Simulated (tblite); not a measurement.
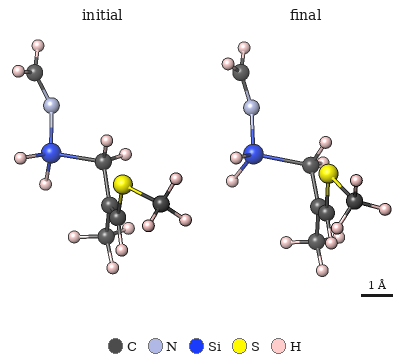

The structure of C6H13NSSi before (left) and after (right) a relaxation, at one scale.

The picture is a ball-and-stick view, seen from a free direction.

Computed with GFN2-xTB geometry optimisation, gas phase (tblite 0.8.0). 

What changed between the two?

The largest move after the best rigid fit is that of an H atom, 0.79 Å. Largest moves by element: H 0.79 Å, S 0.46 Å, C 0.38 Å, Si 0.37 Å, N 0.37 Å. Among the contacts that change: C–H 1.126 → 1.087 Å, C–N 1.281 → 1.247 Å, C–Si 1.887 → 1.911 Å, C–H 1.109 → 1.085 Å. Bond angles that change, for instance: C–S–C 110.9° → 99.1°, C–N–Si 126.9° → 134.9°, H–C–H 113.6° → 107.7°. Groups turn about C–S by about 30°, C–C by about 25°. Over 125 geometry steps the energy falls by 12.7 kcal/mol. The run took 4.7 s on 1 thread of Intel(R) Xeon(R) Processor @ 2.50GHz, with other jobs on the host.
